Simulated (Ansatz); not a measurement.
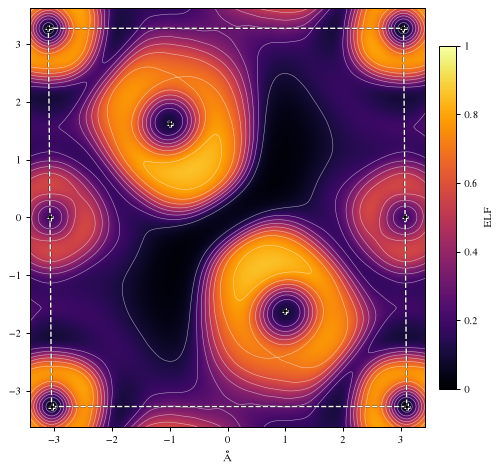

The ELF on a plane through atoms (crosses mark nuclei in the plane).

These are results of DFT PBE, scalar-relativistic, plane waves, PAW in Ansatz, not measurements.

Candidates:
A. Zn₃S₅, a = 5.71 Å, b = 5.25 Å, c = 10.85 Å, α = 90.00°, β = 93.55°, γ = 90.00°. Space group C2; a generated structure, not necessarily the stable one.
B. Si₆Sn, a = 7.32 Å, b = 7.32 Å, c = 2.62 Å, α = 90.00°, β = 90.00°, γ = 120.00°. Space group P6/m; a generated structure, not necessarily the stable one.
C. Nb₂PdSe₄, a = 6.15 Å, b = 3.57 Å, c = 6.55 Å, α = 90.00°, β = 90.48°, γ = 90.00°. Space group P2/m; a generated structure, not necessarily the stable one.

Which system is this?

Candidate C: Nb₂PdSe₄ on the (010) plane of the conventional cell, which holds Nb, Pd and Se. Pd–Se (2.63 Å): the ELF is about 0.30 at the midpoint and 0.20 at its lowest between the atoms. Nb–Se (2.67 Å): the ELF is about 0.40 at the midpoint.
